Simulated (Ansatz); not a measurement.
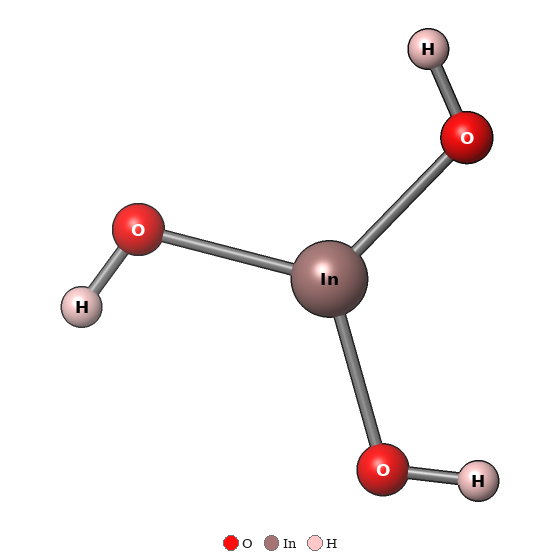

All atoms lie in one plane, which faces the viewer. The computed structure is the end point of a PBE0-D4/def2-TZVP optimisation. No frequency run is at hand to confirm it as a minimum.

Q: Which symmetry elements does this geometry have?

A: It has 1 C3 axis, 1 S3 axis and 1 mirror plane, so the point group is C3h. The group has 6 operations. The geometry is achiral, and symmetry forbids a dipole moment.
